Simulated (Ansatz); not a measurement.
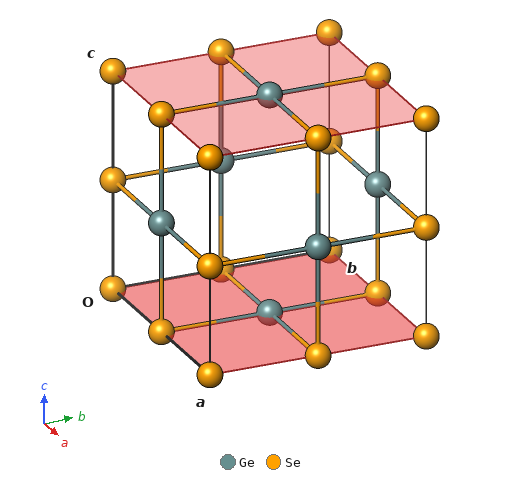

Every member of one family of equally spaced planes, hx + ky + lz = a whole number, that cuts the unit cell is shaded (one member passes through the origin O). Crystal: Ge3Se4, the input geometry of an electronic-structure calculation (not necessarily at equilibrium); the starting structure was generated, so it need not be a known form of this composition. Symmetry computed with spglib at a tolerance of 0.002 Å; standard conventional cell.

a = 5.607 Å, b = 5.607 Å, c = 5.607 Å, α = 90.00°, β = 90.00°, γ = 90.00°.

> Which (hkl) family is drawn?

(0 0 1); the opposite sign names the same planes. The member next to the origin meets the axes a never, b never, c at 1.

> What is the spacing?

d = 5.607 Å.

> Which atoms of the cell lie in these planes (within 0.03 Å)?

1 of the 3 Ge, 3 of the 4 Se.

> The space group is Pm-3m, No. 221. How many reflections hkl are equivalent to this one (itself included), and does it occur?

6 reflections are equivalent in the Laue class m-3m. The space group allows the reflection.
